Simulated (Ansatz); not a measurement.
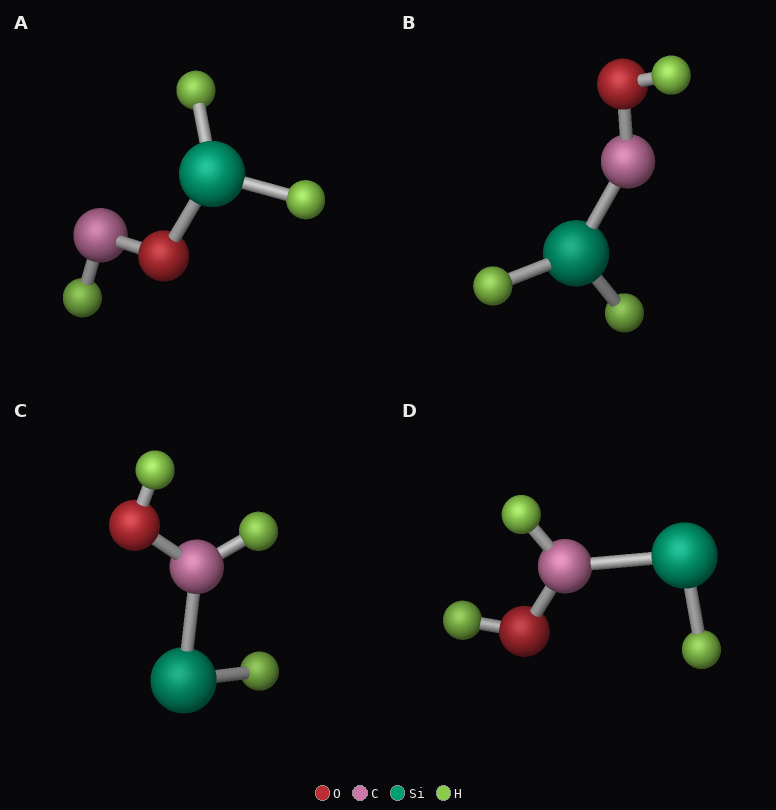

4 stationary structures of one formula. State: neutral, doublet. Geometries: PBE0-D4/def2-TZVP. Electronic energies: UHF-CCSD(T) (frozen core)/def2-TZVPP (Ansatz 0.2.0), without zero-point energy. No frequency run is at hand to confirm each as a minimum.

Question: Which is lowest in energy, and by how much?

Answer: C is lowest (C1); D lies 0.3 kcal/mol above it (C1), A lies 18.5 kcal/mol above it (C1), B lies 20.3 kcal/mol above it (C1).

The determinant isn't a pure spin state (⟨S²⟩ up to 1.20).
